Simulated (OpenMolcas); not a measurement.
**Run report: Yb³⁺ complex, multiconfigurational calculation**

System: Yb³⁺ with 6 ligands (F; octahedron, 2.322 Å), embedded in Cs2NaYF6 by model potentials and point charges, whose field is part of the energies.
Method: state-averaged CASSCF, active space 13 electrons in the shell 4f, basis ANO-RCC-VDZP on the metal and ANO-RCC-VDZP on the ligands, DKH2 scalar Hamiltonian, spin-orbit coupling by RASSI with atomic mean-field integrals (OpenMolcas).

### Input file
```
&GATEWAY
Basis set
Yb.ANO-RCC-VDZP.
Yb1 0.0 0.0 0.0 Angstrom
End of basis
Basis set
F.ANO-RCC-VDZP.
L1 2.322000 0.000000 0.000000 Angstrom
L2 0.000000 2.322000 0.000000 Angstrom
L3 0.000000 0.000000 2.322000 Angstrom
End of basis
Basis set
Na.EMB-AIMP.Ruiperez.7s4p.1s1p.ECP.Cs2NaYF6.
PseudoCharge
* 3 symmetry-unique lattice sites within 7.6 angstrom
End of basis
Basis set
Cs.EMB-AIMP.Ruiperez.0s.0s.ECP.Cs2NaYF6.
PseudoCharge
* 16 symmetry-unique lattice sites within 7.6 angstrom
End of basis
Basis set
F.EMB-AIMP.Ruiperez.0s.0s.ECP.Cs2NaYF6.
PseudoCharge
* 27 symmetry-unique lattice sites within 7.6 angstrom
End of basis
Basis set
Y.EMB-AIMP.Ruiperez.0s.0s.ECP.Cs2NaYF6.
PseudoCharge
* 6 symmetry-unique lattice sites within 7.6 angstrom
End of basis
Symmetry
XYZ
AngMom=0.0 0.0 0.0
AMFI
RICD
XField
1537 Angstrom 0
* Evjen-weighted lattice charges
&SEWARD
&RASSCF
FileOrb=start.orb
Symmetry=2
Spin=2
nActEl=13 0 0
Inactive=30 27
Ras2=0 7
CIRoot=7 7 1
SDav=7
CIMx=300
Iter=150 100
PrWF=0.3
OrbListing=Nothing
MaxOrb=1
LevShft=1.0
>>> COPY $Project.JobIph JOB001
&RASSI
NrOfJobIphs=1 7
1 2 3 4 5 6 7
IphNames
JOB001
EJob
SpinOrbit
DIPRint=1.0
SOCoupling=1000.0
Subsets=2
Property=9
'ANGMOM' 1 'ANGMOM' 2 'ANGMOM' 3 'MLTPL  1' 1 'MLTPL  1' 2 'MLTPL  1' 3
'AMFI' 1 'AMFI' 2 'AMFI' 3
SOProperty=3
'ANGMOM' 1 'ANGMOM' 2 'ANGMOM' 3
```

The file start.orb holds starting orbitals from an earlier step. A driver script formed the levels outside the program, from RASSI's spin-orbit matrix and the active-space energies, averaged over the components of each term or state.

Hardware: 1 thread of Arm Neoverse V2, 24 GiB of memory available, shared host.

Command:
```bash
OMP_NUM_THREADS=1 MOLCAS_MEM=2457 MOLCAS_PROJECT=a pymolcas a.inp > a.log  # once for each step of the input, in one work folder
```

### Log (extracts)
```
--- SEWARD ---
Basis set label: YB.ANO-RCC...7S6P4D2F1G.

      Electronic valence basis set:
      ------------------
      Associated Effective Charge  70.000000 au
      Associated Actual Charge     70.000000 au
      Nuclear Model: Point charge

      Shell  nPrim  nBasis  Cartesian Spherical Contaminant
         s      25       7        X
         p      22       6        X
         d      15       4                 X
         f      11       2                 X
         g       4       1                 X
                  Relativistic Douglas-Kroll-Hess integrals:
                    - DKH order of Hamiltonian: 2
                    - DKH order of Properties : 0
                  Atomic mean-field integrals
--- RASSCF ---
Wave function specifications:
      -----------------------------

      Number of closed shell electrons         114
      Number of electrons in active shells      13
      Max number of holes in RAS1 space          0
      Max nr of electrons in RAS3 space          0
      Number of inactive orbitals               57
      Number of active orbitals                  7
      Number of secondary orbitals             112
      Spin quantum number                      0.5
      State symmetry                             2
Orbital specifications:
      -----------------------

      Symmetry species                           1   2
                                                ag  au
      Frozen orbitals                            0   0
      Inactive orbitals                         30  27
      Active orbitals                            0   7
      RAS1 orbitals                              0   0
      RAS2 orbitals                              0   7
      RAS3 orbitals                              0   0
      Secondary orbitals                        60  52
      Deleted orbitals                           0   0
      Number of basis functions                 90  86
      Number of CSFs                             7
      Number of root(s) required                 7
      Iter CI   SX   CI       RASSCF       Energy    max ROT     max BLB   max BLB  Level Ln srch  Step   QN
          iter iter root      energy       change     param      element    value   shift minimum  type update
 Nr of preliminary CI iterations:   1
      Total energies have been shifted. Add               -14000.00 au
        1   1    8    0  -644.11281738    0.00E+00  -4.87E-02   31  38 2  6.05E-01*  2.01   0.00    SX    NO
        2   1    9    0  -644.88355071   -7.71E-01* -3.05E-02   12  33 1 -1.91E-01*  1.37   0.00    SX    NO
        3   1    8    0  -645.04143274   -1.58E-01* -2.01E-02   31  38 2  1.10E-01*  1.45   0.00    SX    NO
        4   1    8    0  -645.07158014   -3.01E-02*  1.34E-02   29  36 2 -7.24E-02*  1.30   0.00    SX    NO
        5   1    8    0  -645.08322361   -1.16E-02*  1.59E-02   30  33 1  4.27E-02*  1.36   1.12    QN   YES
        6   1    8    0  -645.09032598   -7.10E-03* -1.03E-02   29  36 2  2.11E-02*  1.32   1.68    LS   YES
        7   1    8    0  -645.09174038   -1.41E-03* -2.02E-03   30  87 1 -8.59E-03*  1.30   1.06    QN   YES
        8   1    7    0  -645.09235936   -6.19E-04*  1.87E-03   12  47 2  4.70E-03*  1.30   1.94    LS   YES
        9   1    7    0  -645.09254923   -1.90E-04*  6.38E-04   31  38 2 -5.99E-03*  1.29   1.02    QN   YES
       10   1    7    0  -645.09262321   -7.40E-05*  2.74E-04   12  33 1 -1.38E-03*  1.30   1.43    LS   YES
       11   1    7    0  -645.09263060   -7.39E-06* -2.76E-04   31  38 2  1.36E-03*  1.30   1.00    QN   YES
       12   1    6    0  -645.09263974   -9.14E-06* -3.32E-04   20  34 1  6.28E-04*  1.30   2.21    LS   YES
       13   1    6    0  -645.09264363   -3.89E-06*  9.73E-05   29  36 2 -5.44E-04*  1.30   1.00    QN   YES
       14   1    6    0  -645.09264481   -1.18E-06*  7.49E-05   27  83 2 -1.80E-04*  1.30   1.77    LS   YES
       15   1    6    0  -645.09264509   -2.83E-07*  2.27E-05   13  48 2 -1.88E-04*  1.30   1.03    QN   YES
       16   1    5    0  -645.09264520   -1.06E-07* -9.85E-06   13  48 2 -5.96E-05   1.30   1.43    LS   YES
       17   1    5    0  -645.09264521   -1.02E-08* -4.45E-06   12  33 1 -3.65E-05   1.30   0.96    QN   YES
       18   1    4    0  -645.09264521   -4.76E-09  -5.00E-06   20  45 2  1.19E-05   1.30   2.50    QN   YES
      Convergence after 18 iterations
       19   1    4    0  -645.09264522   -1.32E-09  -5.00E-06   14  35 1  4.96E-06   1.30   2.50    QN   YES
      Natural orbitals and occupation numbers for root  1
      sym 2:   2.000000   2.000000   2.000000   1.000000   2.000000   2.000000   2.000000
      Natural orbitals and occupation numbers for root  2
      sym 2:   1.000000   2.000000   2.000000   2.000000   2.000000   2.000000   2.000000
      Natural orbitals and occupation numbers for root  3
      sym 2:   2.000000   2.000000   2.000000   2.000000   1.000000   2.000000   2.000000
::    RASSCF root number  1 Total energy: -14645.09358668
::    RASSCF root number  2 Total energy: -14645.09358668
::    RASSCF root number  3 Total energy: -14645.09358668
::    RASSCF root number  4 Total energy: -14645.09212892
::    RASSCF root number  5 Total energy: -14645.09212892
::    RASSCF root number  6 Total energy: -14645.09212892
::    RASSCF root number  7 Total energy: -14645.09136972
--- RASSI ---
SPIN-FREE ENERGIES:
  (Shifted by EMIN (a.u.) =     -14645.0935866768)

 SF State       Relative EMIN(au)   Rel lowest level(eV)    D:o, cm**(-1)

     1             0.0000000000        0.0000000000              0.0000
     2             0.0000000000        0.0000000000              0.0000
     3             0.0000000000        0.0000000000              0.0000
     4             0.0014577569        0.0396675860            319.9407
     5             0.0014577569        0.0396675860            319.9407
     6             0.0014577569        0.0396675860            319.9407
     7             0.0022169594        0.0603265380            486.5663
     Dipole printing threshold changed to   1.00000000E+00
Eigenvalues of complex Hamiltonian:
   -----------------------------------
  (Shifted by EMIN (a.u.) =     -14645.0935866768)

 SO State       Relative EMIN(au)   Rel lowest level(eV)    D:o, cm**(-1)

     1            -0.0204655389        0.0000000000              0.0000
     2            -0.0204655389        0.0000000000              0.0000
     3            -0.0195373402        0.0252575742            203.7161
     4            -0.0195373402        0.0252575742            203.7161
     5            -0.0195373401        0.0252575765            203.7161
     6            -0.0195373401        0.0252575765            203.7161
     7            -0.0185569447        0.0519354963            418.8880
     8            -0.0185569447        0.0519354963            418.8880
     9             0.0278192049        1.3138948158          10597.2764
    10             0.0278192049        1.3138948138          10597.2763
    11             0.0278192049        1.3138948158          10597.2764
    12             0.0278192049        1.3138948138          10597.2763
    13             0.0290489842        1.3473588133          10867.1817
    14             0.0290489842        1.3473588133          10867.1817
Weights of the five most important spin-orbit-free states for each spin-orbit state.

 SO State  Total energy (au)           Spin-free states, spin, and weights
 -------------------------------------------------------------------------------------------------------
    1        -0.020466       1 0.5  0.3333    2 0.5  0.3333    3 0.5  0.3333    5 0.5  0.0000    4 0.5  0.0000
    2        -0.020466       1 0.5  0.3333    2 0.5  0.3333    3 0.5  0.3333    5 0.5  0.0000    4 0.5  0.0000
    3        -0.019537       6 0.5  0.3756    3 0.5  0.2362    5 0.5  0.2293    2 0.5  0.1121    4 0.5  0.0237
    4        -0.019537       6 0.5  0.3753    3 0.5  0.2363    5 0.5  0.2297    2 0.5  0.1118    4 0.5  0.0236
    5        -0.019537       4 0.5  0.3954    1 0.5  0.2245    5 0.5  0.1898    2 0.5  0.1355    6 0.5  0.0435
    6        -0.019537       4 0.5  0.3955    1 0.5  0.2243    5 0.5  0.1894    2 0.5  0.1358    6 0.5  0.0438
    7        -0.018557       7 0.5  0.5636    6 0.5  0.1455    5 0.5  0.1455    4 0.5  0.1455    2 0.5  0.0000
    8        -0.018557       7 0.5  0.5636    6 0.5  0.1455    5 0.5  0.1455    4 0.5  0.1455    2 0.5  0.0000
    9         0.027819       3 0.5  0.3997    6 0.5  0.2219    2 0.5  0.1899    5 0.5  0.1353    1 0.5  0.0390
   10         0.027819       1 0.5  0.3804    4 0.5  0.2332    2 0.5  0.2286    5 0.5  0.1127    6 0.5  0.0254
   11         0.027819       3 0.5  0.3994    6 0.5  0.2222    2 0.5  0.1908    5 0.5  0.1348    1 0.5  0.0385
   12         0.027819       1 0.5  0.3802    4 0.5  0.2334    2 0.5  0.2290    5 0.5  0.1124    6 0.5  0.0256
```

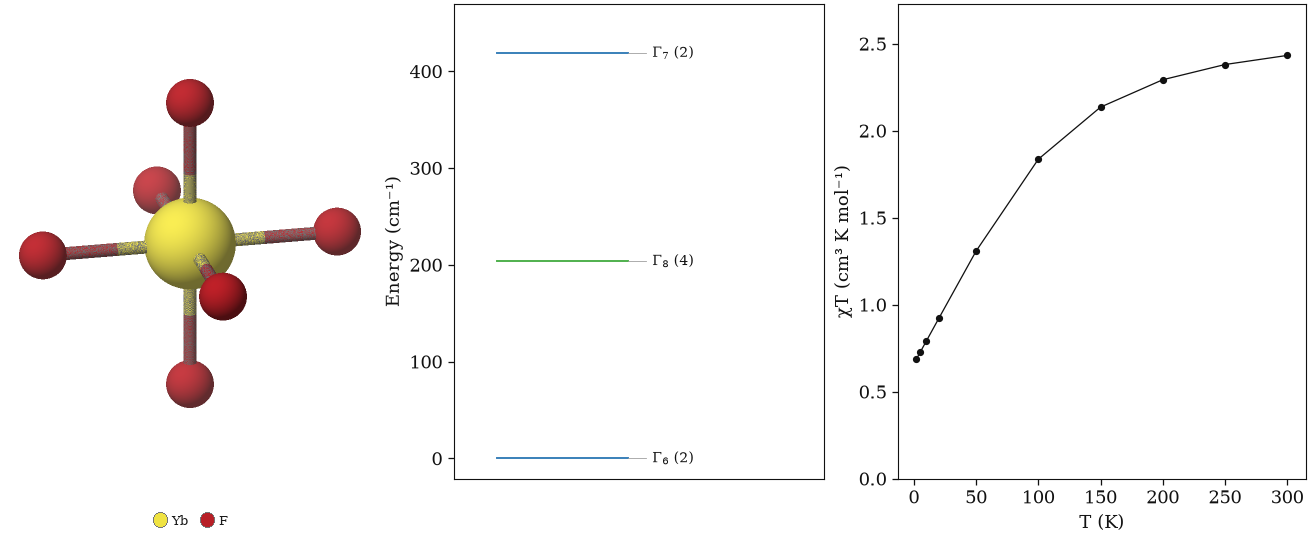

Fig. 1: Yb³⁺ (4f¹³) as a dopant in Cs₂NaYF₆, a cluster with its 6 nearest F⁻ at 2.322 Å (octahedron) embedded in model potentials and point charges; the geometry was set, not optimised, and its levels and susceptibility. Labels give the representation in O, Td, D4 or D3 as the site allows (double group for half-integer spin) where it could be assigned and, in brackets, the degeneracy; spin-free states, where drawn, share the zero of the spin-orbit levels. Powder susceptibility by Van Vleck's formula. The ground level is Γ₆, a Kramers doublet, 100 % from states of spin multiplicity 2, effective J = 3.50, with |mJ| = 1/2 the largest share (58 %). Its principal g values are 2.66, 2.66 and 2.66, isotropic. The next level lies at 204 cm⁻¹ (Γ₈). The lowest J multiplet spreads over 419 cm⁻¹. χT is 0.688 cm³ K mol⁻¹ at 2 K and 2.43 at 300 K, an effective moment of 4.41 μB. The active orbitals hold 100 % metal character (Löwdin), and the Mulliken charge of the metal is +2.69.

### Results in brief

- outcome: converged
- energy of the lowest spin-free term: −14645.09359 hartree
- energy of the lowest spin-orbit level: −14645.11405 hartree
- largest spread among components of a term: 0.0 cm⁻¹
- wall time: 17 s
- peak memory: 0.6 GiB

### Remarks

Without dynamic correlation the splittings between terms come out too large, often by 20 to 50 %. Limits: the geometry is set by hand, with no relaxation.
